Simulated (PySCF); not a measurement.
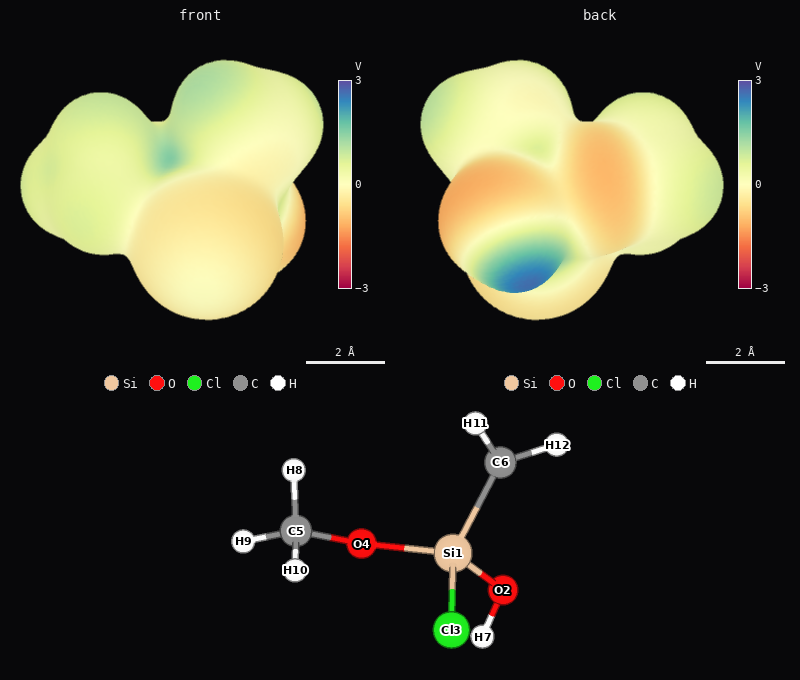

Figure. C2H6ClO2Si (SMILES [CH2][Si](O)(Cl)OC) (doublet). The electrostatic potential painted on the density surface at 0.002 e/bohr³, seen from the front and from behind; the colour scale runs from red (negative) to blue (positive). The bare structure is drawn below in the same view.

Geometry: PBE0-D3(BJ)/def2-SVP.

Method: UKS B3LYP, IGLO-III on C Cl O Si, pcH-1 on H, non-relativistic, mean-field spin-orbit, GIAO (PySCF 2.14.0, density-fitted response routines).

Input file:

```
{"job": {"kind": "epr"}, "charge": 0, "multiplicity": 2}
Si    -0.498913    -0.623221    -0.231309
O     -0.498711    -2.228105    -0.578464
Cl    -1.524066     0.445720    -1.693911
O      1.054462    -0.077517    -0.280776
C      1.500826     1.249494    -0.337342
C     -1.336169    -0.398150     1.376360
H     -0.035692    -2.494734    -1.378509
H      1.391185     1.755447     0.638268
H      2.568356     1.251390    -0.603053
H      0.949895     1.832500    -1.095426
H     -1.385684     0.570164     1.884293
H     -1.847591    -1.224585     1.879666
```

Run with:

```sh
OMP_NUM_THREADS=1 python cluster_run.py task.json out
```

> Describe the electrostatic potential map.

The most negative region (about −1.2 V) lies over O2, the most positive (about +2.5 V) over H7. O2 is the likeliest acceptor of a hydrogen bond.
